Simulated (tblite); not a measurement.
**Frequency calculation, with input and output: CH5Ge**

CH5Ge, multiplicity 2, computed with GFN2-xTB harmonic vibrations, gas phase (tblite 0.8.0).

It belongs to a series of runs on one base structure; here: H removed from sp3 C.

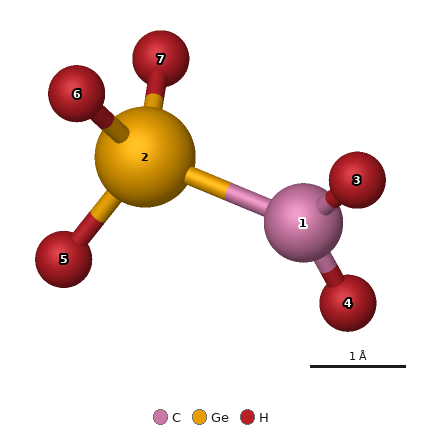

Figure 1. The input geometry (ball-and-stick view, seen at a tilt; atoms are numbered from 1 in the order of the input). Sticks mark near contacts.

### Input file
```
{"job": {"kind": "ir", "xc": "GFN2-xTB", "basis": "xTB"}, "charge": 0, "multiplicity": 2}
C      1.137762    -0.142173     0.102420
Ge    -0.734745     0.101625    -0.054418
H      1.846010     0.589957    -0.244095
H      1.570296    -1.040784     0.506333
H     -1.462029    -0.635291     1.020063
H     -1.092634     1.549179     0.003660
H     -1.261326    -0.417610    -1.361040
```

The first line tells a small driver script what to run in tblite; the rest is the geometry in Å.

Launch command:
```bash
OMP_NUM_THREADS=1 python <driver script> task.json out
```

### The program's output
```
mode    cm-1     km/mol
  1      32.3      0.19
  2     453.3      1.47
  3     464.7     33.92
  4     519.2    166.46
  5     669.4     52.23
  6     732.5    152.87
  7     794.1    241.07
  8     840.1    104.20
  9     870.1     60.16
 10    1359.1      0.09
 11    1965.6    193.64
 12    2034.7    323.15
 13    2084.1    466.15
 14    3082.2      8.99
 15    3122.2     25.85
```

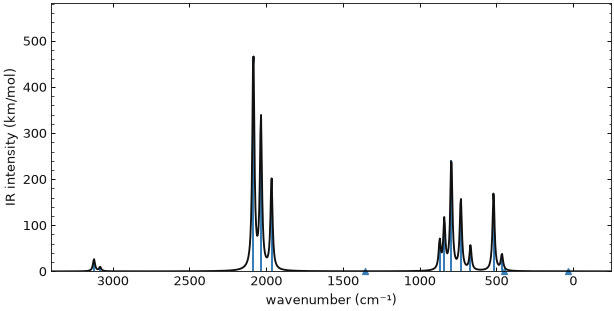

Figure 2. Harmonic infrared spectrum, unscaled: sticks (degenerate modes added up, dark ones marked on the axis) with a Lorentzian envelope of 16 cm⁻¹ full width, scaled to the tallest stick. 15 modes from 32 to 3122 cm⁻¹, none imaginary. The strongest line is at 2084 cm⁻¹ (466 km/mol). All modes, in cm⁻¹ (km/mol): 32 (0.2), 453 (1.5), 465 (34), 519 (166), 669 (52), 732 (153), 794 (241), 840 (104), 870 (60), 1359 (0.1), 1966 (194), 2035 (323), 2084 (466), 3082 (9.0), 3122 (26).

### Summary

- outcome: converged
- total energy: −177.1180 eV
- zero-point energy: 27.1960 kcal/mol
- hardware: 1 CPU thread, shared host
- peak memory: 0.18 GiB
